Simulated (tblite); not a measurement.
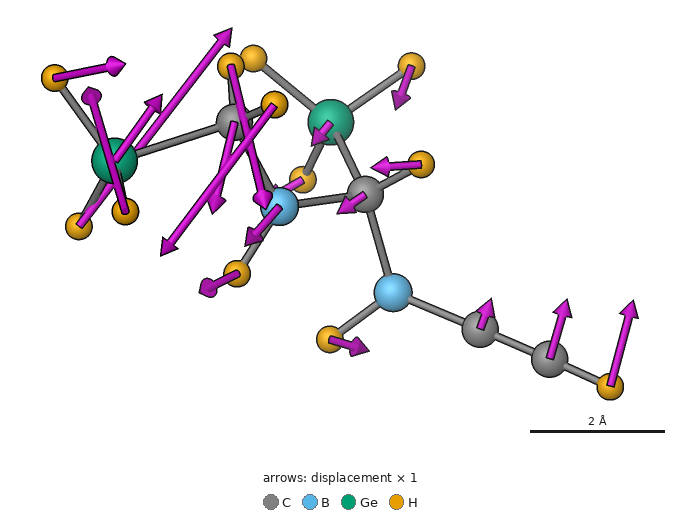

A relaxation of C4H12B2Ge2. The starting structure is drawn; purple arrows show the displacements, at their true length. The two geometries are superimposed by the best rigid fit.

A ball-and-stick model, seen from a free direction.

Level of theory: GFN2-xTB geometry optimisation, gas phase (tblite 0.8.0). 

### Atoms of which element are displaced furthest, and by how much?

Hydrogen: up to 3.80 Å, against 1.51 Å for carbon.

### Describe the change and its energy.

After 253 geometry steps the energy has fallen by 0.960 eV. The atom that moves furthest after the best rigid fit is an H atom (3.80 Å). By element the largest moves are H 3.80 Å, C 1.51 Å, Ge 1.26 Å, B 0.85 Å. Some distances before and after: B–C 1.607 → 1.562 Å, Ge–H 1.544 → 1.505 Å, B–H 1.210 → 1.174 Å, C–Ge 1.965 → 1.990 Å. Bond angles that change, for instance: C–B–H 113.3° → 121.0°, B–C–H 106.9° → 113.7°, C–Ge–H 106.6° → 113.2°. Groups turn about B–C by about 90°, B–C by about 50°, C–Ge by about 35°.
